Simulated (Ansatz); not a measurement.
# AlCl₂HO + NH₃: a complex and its separated parts

The complex below is one end of an elementary step. How strongly is it bound against its free parts?

Computed with Ansatz 0.2.0, Gaussian basis. Level: PBE0-D4/def2-TZVP structures, single points in def2-TZVPP, no counterpoise correction.

Levels: SPW92, PBE-D4, BLYP-D4, r2SCAN-D4, B97M-V, PBE0-D4, B3LYP-D4, r2SCAN0-D4, BHLYP-D4, CAM-B3LYP-D4, wB97X-V, wB97M-V, B2PLYP, PBE-QIDH, RPA on PBE, Hartree-Fock, MP2, CCSD, CCSD(T).

Cores are frozen in the correlated methods. B3LYP uses VWN-RPA correlation. B2PLYP carries no dispersion term here.

21 further runs of the same task are left out: 21 set aside as unsound or not needed.

## Step 1: Where the work starts

The complex: 9 atoms, charge 0, spin multiplicity 1.

Atoms are counted from 1 here; the program's logs count them from 0.

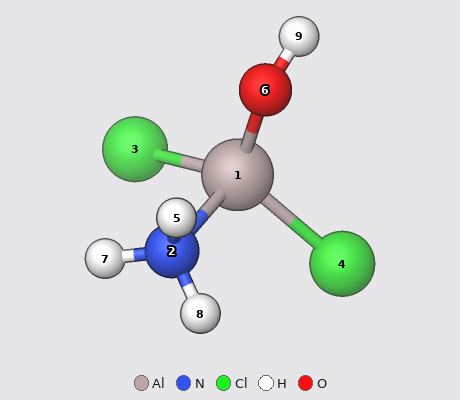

The starting geometry (aluminium light grey, nitrogen blue, chlorine green, hydrogen white, oxygen red); atoms are numbered from 1 in the order of the file.

As a file:

```
Al    0.0415   -0.7894    0.1171
N    -0.5484    1.1083   -0.0665
Cl   -1.1611   -1.7892   -1.3199
Cl   -0.4668   -1.2386    2.1298
H     0.2763    1.6572   -0.2949
O     1.6762   -0.4853   -0.2599
H    -1.2305    1.2205   -0.8102
H    -0.9488    1.4645    0.7957
H     2.3616   -1.1480   -0.2912
```

Its parts: AlCl₂HO holds atoms 1, 3, 4, 6, 9; NH₃ holds atoms 2, 5, 7, 8. Each part counts its atoms afresh in its own runs.

## Step 2: Relaxing AlCl₂HO alone

The input, relax-a/in.yaml:

```yaml
crystal:
  periodic: [false, false, false]
  atoms:
    - {symbol: Al, position_ang: [0.041454, -0.789448, 0.117119]}
    - {symbol: Cl, position_ang: [-1.161083, -1.789158, -1.319921]}
    - {symbol: Cl, position_ang: [-0.466772, -1.238579, 2.129768]}
    - {symbol: O, position_ang: [1.676198, -0.485321, -0.259872]}
    - {symbol: H, position_ang: [2.361556, -1.148020, -0.291226]}
basis:
  gaussian: {orbitals: def2-TZVP}
hamiltonian: {xc: pbe0, dispersion: d4}
relax: {f_tol: 0.005, max_steps: 200}
```

No record of the launch command was kept for these runs.

The program printed, cut to the lines that bear on the results:

```text
Functional definition: PBE0
  name "PBE0"
  cite "Adamo & Barone, J. Chem. Phys. 110, 6158 (1999) doi:10.1063/1.478522"
  cite "Perdew, Burke & Ernzerhof, Phys. Rev. Lett. 77, 3865 (1996) doi:10.1103/PhysRevLett.77.3865"
  parent pbe
[...]
1010 factors; their error is unknown
[...]
mean field -33699.02141212 eV, -1238.4161948782 hartree, gradient 5.2e-5 eV, S^2 0.000000; 0 other end points of the search recorded, 0 dependent functions left out
[...]
reference -33699.02144029 eV, -1238.4161959137 hartree; 28, 28 occupied and 120, 120 virtual orbitals, 1010 factors
relax step   1: F+E_penalty+E_count = -33699.12930665 eV  Δ(F+E_penalty+E_count) = +0.000e0 eV  max|allowed force component| = 1.648e0 eV/Å  Δτ_max = 0.0000 Å  (26 SCF iters, accepted)
[...]
relax step   4: F+E_penalty+E_count = -33699.45617487 eV  Δ(F+E_penalty+E_count) = -6.554e-3 eV  max|allowed force component| = 2.717e-1 eV/Å  Δτ_max = 0.0421 Å  (29 SCF iters, accepted)
[...]
relax step   7: F+E_penalty+E_count = -33699.49106987 eV  Δ(F+E_penalty+E_count) = -2.790e-2 eV  max|allowed force component| = 3.567e-1 eV/Å  Δτ_max = 0.1295 Å  (28 SCF iters, accepted)
[...]
relax step  10: F+E_penalty+E_count = -33699.49901813 eV  Δ(F+E_penalty+E_count) = +4.815e-2 eV  max|allowed force component| = 1.779e0 eV/Å  Δτ_max = 0.1953 Å  (35 SCF iters, rejected (line search))
[...]
relax step  13: F+E_penalty+E_count = -33699.57665008 eV  Δ(F+E_penalty+E_count) = +1.533e-4 eV  max|allowed force component| = 9.536e-2 eV/Å  Δτ_max = 0.0067 Å  (31 SCF iters, rejected (line search))
[...]
relax step  14: F+E_penalty+E_count = -33699.57684561 eV  Δ(F+E_penalty+E_count) = -4.224e-5 eV  max|allowed force component| = 5.490e-3 eV/Å  Δτ_max = 0.0033 Å  (32 SCF iters, accepted)
[...]
relax step  15: F+E_penalty+E_count = -33699.57685454 eV  Δ(F+E_penalty+E_count) = -8.930e-6 eV  max|allowed force component| = 4.939e-4 eV/Å  Δτ_max = 0.0024 Å  (32 SCF iters, accepted)
1010 factors; their error is unknown
[...]
mean field -33699.46897482 eV, -1238.4326425040 hartree, gradient 4.2e-5 eV, S^2 0.000000; 1 other end points of the search recorded, 0 dependent functions left out
[...]
reference -33699.46900329 eV, -1238.4326435503 hartree; 28, 28 occupied and 120, 120 virtual orbitals, 1010 factors
Total energy: -33699.57688301 eV, -1238.4366080571 hartree
Atom 0 at     0.108783    -1.170458     0.054622 Å, force     0.000200     0.000494     0.000069 eV/Å
Atom 1 at    -1.384196    -1.571052    -1.322398 Å, force    -0.000016    -0.000154    -0.000084 eV/Å
Atom 2 at    -0.336796    -1.126728     2.085623 Å, force     0.000040    -0.000127     0.000023 eV/Å
Atom 3 at     1.662544    -0.886784    -0.509268 Å, force    -0.000025    -0.000148    -0.000025 eV/Å
Atom 4 at     2.401018    -0.695505     0.067287 Å, force    -0.000198    -0.000065     0.000017 eV/Å
Dipole moment:     0.298819     0.072367     0.159768 e Å
```

It took 26 s on 4 threads, shared host; peak memory 0.34 GiB.

Along the way: (the energy doesn't fall at every step)

```csv
step,energy from step 1 (eV),largest force component (eV/Å)
1,0.0000,1.6480
2,-0.2582,0.5145
3,-0.3203,0.2937
4,-0.3269,0.2717
5,-0.3289,0.4356
6,-0.3339,0.1266
7,-0.3618,0.3567
8,-0.4155,0.4880
9,-0.4179,0.4970
10,-0.3697,1.7790
11,-0.4401,0.2285
12,-0.4475,0.0154
13,-0.4473,0.0954
14,-0.4475,0.0055
15,-0.4475,0.0005
```

Close pairs (by a distance rule), those that changed most:

```csv
bond,before (Å),after (Å),change (Å)
Al1–Cl2,2.124,2.070,-0.054
Al1–Cl3,2.124,2.080,-0.044
Al1–O4,1.705,1.677,-0.028
O4–H5,0.954,0.956,+0.002
```

## Step 3: Relaxing NH₃ alone

The input, relax-b/in.yaml:

```yaml
crystal:
  periodic: [false, false, false]
  atoms:
    - {symbol: N, position_ang: [-0.548426, 1.108266, -0.066545]}
    - {symbol: H, position_ang: [0.276338, 1.657154, -0.294866]}
    - {symbol: H, position_ang: [-1.230464, 1.220514, -0.810184]}
    - {symbol: H, position_ang: [-0.948800, 1.464492, 0.795728]}
basis:
  gaussian: {orbitals: def2-TZVP}
hamiltonian: {xc: pbe0, dispersion: d4}
relax: {f_tol: 0.005, max_steps: 200}
```

The program printed, cut to the lines that bear on the results:

```text
[... 5 set-up lines as earlier in the session ...]
[...]
287 factors; their error is unknown
[...]
mean field -1537.79409325 eV, -56.5128905726 hartree, gradient 3.1e-5 eV, S^2 0.000000; 0 other end points of the search recorded, 0 dependent functions left out
[...]
reference -1537.79410967 eV, -56.5128911762 hartree; 5, 5 occupied and 44, 44 virtual orbitals, 287 factors
relax step   1: F+E_penalty+E_count = -1537.80320084 eV  Δ(F+E_penalty+E_count) = +0.000e0 eV  max|allowed force component| = 2.778e-1 eV/Å  Δτ_max = 0.0000 Å  (21 SCF iters, accepted)
[...]
relax step   3: F+E_penalty+E_count = -1537.80802086 eV  Δ(F+E_penalty+E_count) = -5.187e-4 eV  max|allowed force component| = 1.116e-1 eV/Å  Δτ_max = 0.0118 Å  (24 SCF iters, accepted)
[...]
relax step   4: F+E_penalty+E_count = -1537.80842720 eV  Δ(F+E_penalty+E_count) = -4.063e-4 eV  max|allowed force component| = 1.731e-3 eV/Å  Δτ_max = 0.0020 Å  (26 SCF iters, accepted)
287 factors; their error is unknown
mean field -1537.79931135 eV, -56.5130823344 hartree, gradient 8.6e-6 eV, S^2 0.000000; 1 other end points of the search recorded, 0 dependent functions left out
[...]
reference -1537.79932763 eV, -56.5130829326 hartree; 5, 5 occupied and 44, 44 virtual orbitals, 287 factors
Total energy: -1537.80844348 eV, -56.5134179339 hartree
Atom 0 at    -0.544082     1.090842    -0.064731 Å, force     0.001731     0.000961    -0.000582 eV/Å
Atom 1 at     0.261851     1.659980    -0.292644 Å, force    -0.001559    -0.001089     0.000443 eV/Å
Atom 2 at    -1.223743     1.229266    -0.802416 Å, force    -0.000175    -0.000068    -0.000666 eV/Å
Atom 3 at    -0.945378     1.470338     0.783924 Å, force     0.000003     0.000197     0.000806 eV/Å
Dipole moment:    -0.086036     0.340033    -0.036577 e Å
```

Run time: 0.8 s. Hardware: 4 threads, shared host.

The steps of the relaxation:

```csv
step,energy from step 1 (eV),largest force component (eV/Å)
1,0.0000,0.2778
2,-0.0043,0.1023
3,-0.0048,0.1116
4,-0.0052,0.0017
```

Close pairs (by a distance rule), those that changed most:

```csv
bond,before (Å),after (Å),change (Å)
N1–H2,1.017,1.013,-0.004
N1–H3,1.015,1.013,-0.003
N1–H4,1.015,1.013,-0.003
```

## Step 4: wB97M-V/def2-TZVPP

The input, parta/in.yaml:

```yaml
crystal:
  periodic: [false, false, false]
  atoms:
    - {symbol: Al, position_ang: [0.108783, -1.170458, 0.054622]}
    - {symbol: Cl, position_ang: [-1.384196, -1.571052, -1.322398]}
    - {symbol: Cl, position_ang: [-0.336796, -1.126728, 2.085623]}
    - {symbol: O, position_ang: [1.662544, -0.886784, -0.509268]}
    - {symbol: H, position_ang: [2.401018, -0.695505, 0.067287]}
basis:
  gaussian: {orbitals: def2-TZVPP}
hamiltonian: {xc: {name: wB97M-V}}
```

The input, partb/in.yaml:

```yaml
crystal:
  periodic: [false, false, false]
  atoms:
    - {symbol: N, position_ang: [-0.544082, 1.090842, -0.064731]}
    - {symbol: H, position_ang: [0.261851, 1.659980, -0.292644]}
    - {symbol: H, position_ang: [-1.223743, 1.229266, -0.802416]}
    - {symbol: H, position_ang: [-0.945378, 1.470338, 0.783924]}
basis:
  gaussian: {orbitals: def2-TZVPP}
hamiltonian: {xc: {name: wB97M-V}}
```

Log of parta, cut to the lines that bear on the results:

```text
Functional definition: wB97M-V
  name "wB97M-V"
  cite "Mardirossian & Head-Gordon, J. Chem. Phys. 144, 214110 (2016) doi:10.1063/1.4952647"
  cite "Becke, J. Chem. Phys. 107, 8554 (1997) doi:10.1063/1.475007"
  cite "Vydrov & Van Voorhis, J. Chem. Phys. 133, 244103 (2010) doi:10.1063/1.3521275"
  # Of w^i u^j: cxij and so on, Table III.
[...]
  gx(w, u) = 1 - cx + cx01*u + cx10*w
  gss(w, u) = css00 + css04*u^4 + css10*w + css20*w^2 + css43*w^4*u^3
  gos(w, u) = cos00 + cos10*w + (cos20 + cos21*u)*w^2 + (cos60 + cos61*u)*w^6
[...]
      + integral(e_c_pw_mod_opposite_spin*gos(b97_w_opposite, b97_u_opposite)) + vv10(b, c)
1102 factors; their error is unknown
193 factors; integrals over basis functions are off by at most 3.7e-5 eV
[...]
mean field -33710.98502389 eV, -1238.8558495015 hartree, gradient 3.0e-5 eV, S^2 0.000000; 0 other end points of the search recorded, 0 dependent functions left out
reference -33710.98506696 eV, -1238.8558510845 hartree; 28, 28 occupied and 143, 143 virtual orbitals, 1102 factors
Total energy: -33710.98506696 eV, -1238.8558510845 hartree
```

Log of partb, cut to the lines that bear on the results:

```text
[... 5 set-up lines as earlier in the session ...]
  # Of w^i u^j: cxij and so on, Table III.
[...]
  gx(w, u) = 1 - cx + cx01*u + cx10*w
  gss(w, u) = css00 + css04*u^4 + css10*w + css20*w^2 + css43*w^4*u^3
  gos(w, u) = cos00 + cos10*w + (cos20 + cos21*u)*w^2 + (cos60 + cos61*u)*w^6
[...]
      + integral(e_c_pw_mod_opposite_spin*gos(b97_w_opposite, b97_u_opposite)) + vv10(b, c)
332 factors; their error is unknown
93 factors; integrals over basis functions are off by at most 8.0e-6 eV
[...]
mean field -1538.84211130 eV, -56.5514045255 hartree, gradient 5.4e-5 eV, S^2 0.000000; 0 other end points of the search recorded, 0 dependent functions left out
reference -1538.84213817 eV, -56.5514055131 hartree; 5, 5 occupied and 68, 68 virtual orbitals, 332 factors
Total energy: -1538.84213817 eV, -56.5514055131 hartree
```

Times: 4.2 s (parta), 0.55 s (partb) on 4 threads, shared host; peak memory 0.49 GiB.

## Step 5: CCSD(T)/def2-TZVPP

The same edit goes into each in.yaml of step 4 (parta, partb):

```diff
-hamiltonian: {xc: {name: wB97M-V}}
+correlation: {method: ccsd_t}
```

Output in parta, cut to the lines that bear on the results:

```text
Functional definition: HF
  name "HF"
  cite "Fock, Z. Phys. 61, 126 (1930) doi:10.1007/BF01340294"
[... 1 set-up line as earlier in the session ...]
[...]
1038 factors; integrals over basis functions are off by at most 1.1e-3 eV
[...]
mean field -33650.93463218 eV, -1236.6490383099 hartree, gradient 5.2e-6 eV, S^2 0.000000; 0 other end points of the search recorded, 0 dependent functions left out
16 core orbitals not correlated: weight in the atoms' cores, before any rotation towards them, 1.000 or more for the frozen orbitals, at most 0.000 for the correlated occupied ones
reference -33650.93463218 eV, -1236.6490383099 hartree; 12, 12 occupied and 143, 143 virtual orbitals, 1038 factors
second order -18.64140645 eV of doubles, -0.00000000 eV of singles
cycle   1  -19.14529222 eV  change   -5.0e-1 eV  update   8.1e-2
[...]
cycle   9  -19.57851658 eV  change   -1.3e-5 eV  update   1.2e-5
perturbative correction -0.76646719 eV, -0.0281671498 hartree
Total energy: -33671.27961595 eV, -1237.3967026731 hartree
```

Output in partb, cut to the lines that bear on the results:

```text
[... 4 set-up lines as earlier in the session ...]
[...]
416 factors; integrals over basis functions are off by at most 9.5e-4 eV
[...]
mean field -1529.85249502 eV, -56.2210422206 hartree, gradient 4.1e-6 eV, S^2 0.000000; 0 other end points of the search recorded, 0 dependent functions left out
1 core orbitals not correlated: weight in the atoms' cores, before any rotation towards them, 1.000 or more for the frozen orbitals, at most 0.000 for the correlated occupied ones
reference -1529.85249502 eV, -56.2210422206 hartree; 4, 4 occupied and 68, 68 virtual orbitals, 416 factors
second order -6.38830230 eV of doubles, -0.00000000 eV of singles
cycle   1  -6.57735517 eV  change   -1.9e-1 eV  update   3.9e-2
[...]
cycle   9  -6.72925126 eV  change    3.2e-6 eV  update   2.3e-6
perturbative correction -0.20702275 eV, -0.0076079457 hartree
Total energy: -1536.78876902 eV, -56.4759455888 hartree
```

Times: 17 s (parta), 0.3 s (partb) on 4 threads, shared host; peak memory 1.3 GiB.

## Step 6: Vibrations of AlCl₂HO

The input, vib-parta/in.yaml:

```yaml
crystal:
  periodic: [false, false, false]
  atoms:
    - {symbol: Al, position_ang: [0.108783, -1.170458, 0.054622]}
    - {symbol: Cl, position_ang: [-1.384196, -1.571052, -1.322398]}
    - {symbol: Cl, position_ang: [-0.336796, -1.126728, 2.085623]}
    - {symbol: O, position_ang: [1.662544, -0.886784, -0.509268]}
    - {symbol: H, position_ang: [2.401018, -0.695505, 0.067287]}
basis:
  gaussian: {orbitals: def2-TZVP}
hamiltonian: {xc: pbe0, dispersion: d4}
phonons: {temperatures: {t_min: 298.15, t_max: 900, t_step: 200}}
```

The program printed, cut to the lines that bear on the results:

```text
[... 5 set-up lines as earlier in the session ...]
[...]
1010 factors; their error is unknown
[...]
mean field -33699.46897469 eV, -1238.4326424993 hartree, gradient 2.6e-5 eV, S^2 0.000000; 0 other end points of the search recorded, 0 dependent functions left out
[...]
reference -33699.46900307 eV, -1238.4326435422 hartree; 28, 28 occupied and 120, 120 virtual orbitals, 1010 factors
[... from here to the last solve, the lines of the solves are left out (29 solves) ...]
1010 factors; their error is unknown
mean field -33699.46891211 eV, -1238.4326401998 hartree, gradient 1.2e-6 eV, S^2 0.000000; 0 other end points of the search recorded, 0 dependent functions left out
[...]
reference -33699.46894049 eV, -1238.4326412425 hartree; 28, 28 occupied and 120, 120 virtual orbitals, 1010 factors
Total energy: -33699.57688278 eV, -1238.4366080485 hartree
Atom 0 at     0.108783    -1.170458     0.054622 Å, force     0.000280     0.000508     0.000032 eV/Å
Atom 1 at    -1.384196    -1.571052    -1.322398 Å, force     0.000000    -0.000149    -0.000064 eV/Å
Atom 2 at    -0.336796    -1.126728     2.085623 Å, force    -0.000018    -0.000135     0.000086 eV/Å
Atom 3 at     1.662544    -0.886784    -0.509268 Å, force    -0.000058    -0.000157    -0.000081 eV/Å
Atom 4 at     2.401018    -0.695505     0.067287 Å, force    -0.000205    -0.000067     0.000027 eV/Å
Dipole moment:     0.298819     0.072367     0.159769 e Å
Vibrations: 149.98 193.77 230.48 358.45 437.76 588.16 667.16 910.40 3956.84 cm⁻¹, zero-point energy 0.464507 eV
```

Run time: 34 s. Hardware: 4 threads, shared host; peak memory 0.33 GiB.

The modes, with what each moves most:

```csv
mode,wavenumber (cm⁻¹),character
1,150,bend
2,194,bend
3,230,out-of-plane bend with torsion
4,358,torsion
5,438,Al–Cl stretch
6,588,Al–Cl stretch with bend
7,667,bend with Al–Cl stretch
8,910,Al–O stretch
9,3957,O–H stretch
```

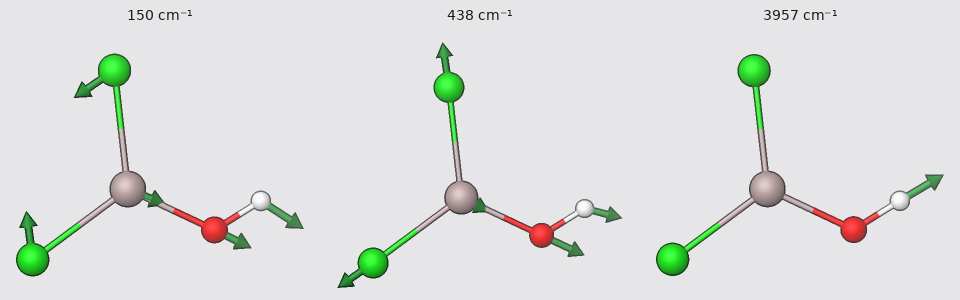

Displacements of 3 modes, as arrows.

Vibrational sums (real modes only):

```csv
T (K),entropy (J/mol/K),heat capacity (J/mol/K)
298,40.4,45.7
498,66.9,56.8
698,86.9,61.2
898,102.6,63.7
```

## Step 7: Vibrations of NH₃

The input, vib-partb/in.yaml:

```yaml
crystal:
  periodic: [false, false, false]
  atoms:
    - {symbol: N, position_ang: [-0.544082, 1.090842, -0.064731]}
    - {symbol: H, position_ang: [0.261851, 1.659980, -0.292644]}
    - {symbol: H, position_ang: [-1.223743, 1.229266, -0.802416]}
    - {symbol: H, position_ang: [-0.945378, 1.470338, 0.783924]}
basis:
  gaussian: {orbitals: def2-TZVP}
hamiltonian: {xc: pbe0, dispersion: d4}
phonons: {temperatures: {t_min: 298.15, t_max: 900, t_step: 200}}
```

The program printed, cut to the lines that bear on the results:

```text
[... 5 set-up lines as earlier in the session ...]
[...]
287 factors; their error is unknown
[...]
mean field -1537.79931135 eV, -56.5130823344 hartree, gradient 1.3e-5 eV, S^2 0.000000; 0 other end points of the search recorded, 0 dependent functions left out
[...]
reference -1537.79932763 eV, -56.5130829327 hartree; 5, 5 occupied and 44, 44 virtual orbitals, 287 factors
[...]
287 factors; their error is unknown
[...]
mean field -1537.79912189 eV, -56.5130753716 hartree, gradient 1.4e-6 eV, S^2 0.000000; 0 other end points of the search recorded, 0 dependent functions left out
[...]
reference -1537.79913816 eV, -56.5130759698 hartree; 5, 5 occupied and 44, 44 virtual orbitals, 287 factors
[...]
reference -1537.79924557 eV, -56.5130799168 hartree; 5, 5 occupied and 44, 44 virtual orbitals, 287 factors
[...]
287 factors; their error is unknown
mean field -1537.79922657 eV, -56.5130792186 hartree, gradient 1.4e-6 eV, S^2 0.000000; 0 other end points of the search recorded, 0 dependent functions left out
[...]
reference -1537.79924285 eV, -56.5130798168 hartree; 5, 5 occupied and 44, 44 virtual orbitals, 287 factors
Total energy: -1537.80844348 eV, -56.5134179338 hartree
Atom 0 at    -0.544082     1.090842    -0.064731 Å, force     0.001770     0.000972    -0.000458 eV/Å
Atom 1 at     0.261851     1.659980    -0.292644 Å, force    -0.001563    -0.001091     0.000440 eV/Å
Atom 2 at    -1.223743     1.229266    -0.802416 Å, force    -0.000234    -0.000054    -0.000734 eV/Å
Atom 3 at    -0.945378     1.470338     0.783924 Å, force     0.000027     0.000172     0.000753 eV/Å
Dipole moment:    -0.086036     0.340033    -0.036577 e Å
Vibrations: 1031.13 1669.54 1669.59 3502.20 3631.09 3631.48 cm⁻¹, zero-point energy 0.938253 eV
```

Run time: 1.5 s. Hardware: 4 threads, shared host.

The modes, with what each moves most:

```csv
mode,wavenumber (cm⁻¹),character
1,1031,bend
2,1670,bend
3,1670,bend
4,3502,N–H stretch
5,3631,N–H stretch
6,3631,N–H stretch
```

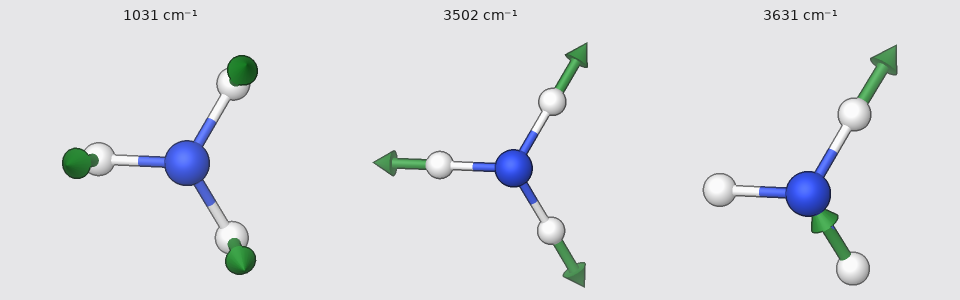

How the atoms move in 3 of the modes.

Vibrational sums (real modes only):

```csv
T (K),entropy (J/mol/K),heat capacity (J/mol/K)
298,0.4,1.8
498,2.6,7.4
698,6.0,13.4
898,10.0,18.8
```

## Step 8: Complex less separated parts

The complex's own energies come from single points at the same levels. Levels not printed above were run the same way.

Rows are in def2-TZVPP; times add the 3 runs of a level on a shared host, so small differences are noise.

Differences are taken before rounding.

```csv
method,rung,complex less parts (eV),from CCSD(T) (eV),time
SPW92,LDA,-1.828,-0.240,2.1 s
PBE-D4,GGA,-1.558,+0.029,3.4 s
BLYP-D4,GGA,-1.480,+0.108,3.5 s
r2SCAN-D4,meta-GGA,-1.642,-0.054,7.6 s
B97M-V,meta-GGA,-1.586,+0.002,14 s
PBE0-D4,hybrid,-1.645,-0.057,5.3 s
B3LYP-D4,hybrid,-1.568,+0.019,4.5 s
r2SCAN0-D4,hybrid,-1.696,-0.108,8.6 s
BHLYP-D4,hybrid,-1.670,-0.083,4.4 s
CAM-B3LYP-D4,range-separated hybrid,-1.631,-0.043,5.2 s
wB97X-V,range-separated hybrid,-1.635,-0.047,12 s
wB97M-V,range-separated hybrid,-1.621,-0.033,14 s
B2PLYP,double hybrid,-1.508,+0.080,8.1 s
PBE-QIDH,double hybrid,-1.653,-0.066,8.2 s
RPA on PBE,RPA,-1.502,+0.086,7 s
Hartree-Fock,wavefunction,-1.480,+0.108,
MP2,wavefunction,-1.608,-0.021,
CCSD,wavefunction,-1.575,+0.013,
CCSD(T),wavefunction,-1.588,0,2.6 min
```

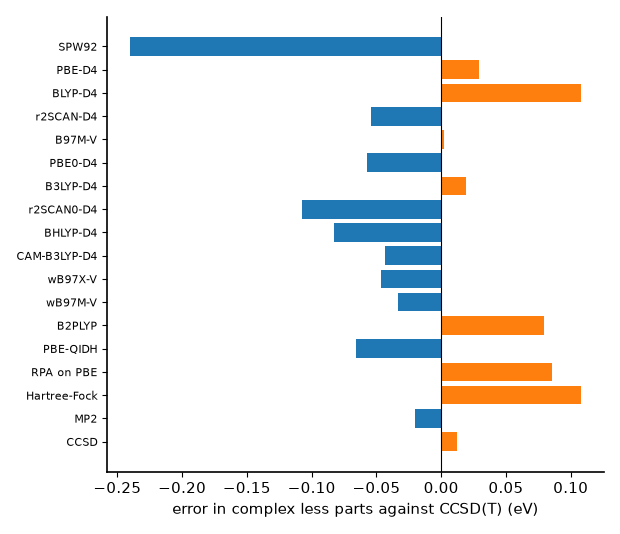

Deviations from CCSD(T), method by method.

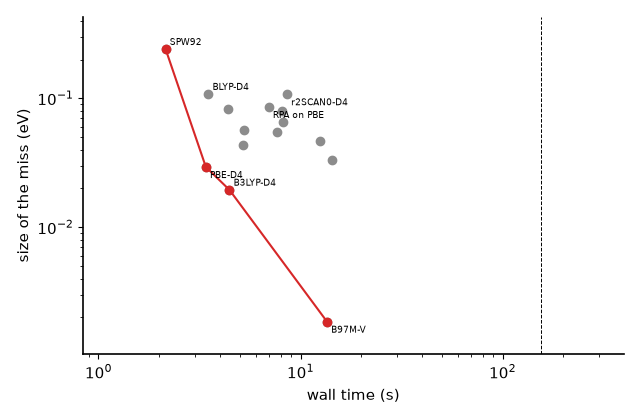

Accuracy for the time spent; red marks the levels that beat every quicker one drawn (of those quicker than the yardstick), and the dashed line is the time of CCSD(T). Only those levels and the largest misses are named. Times are from a shared host.

B97M-V reaches 0.002 eV from the reference in 14 s, where CCSD(T) took 2.6 min; the quickest level in the cost chart, SPW92, takes 2.1 s and misses by 0.240 eV.

The complex's zero-point energy, from a separate PBE0-D4 run, is 1.524 eV.

## Step 9: Outcome

```
                              quantity      value
complex less parts, CCSD(T)/def2-TZVPP  -1.588 eV
                with zero-point energy  -1.466 eV
                 largest T1 diagnostic      0.010
```

At CCSD(T) the complex lies 1.588 eV below its parts. The functionals run from B97M-V, off by +0.002 eV, to SPW92, off by -0.240 eV, against CCSD(T). By rung, the mean size of the error is: LDA 0.240, GGA 0.069, meta-GGA 0.028, hybrid 0.067, range-separated hybrid 0.041, double hybrid 0.073 eV. PBE-D4 gives a relative energy 0.029 eV too high, inside chemical accuracy (1 kcal/mol, 0.043 eV). No counterpoise was applied, and triple zeta lacks some correlation, so the CCSD(T) reference has a basis error of its own, and close matches with it are partly luck.
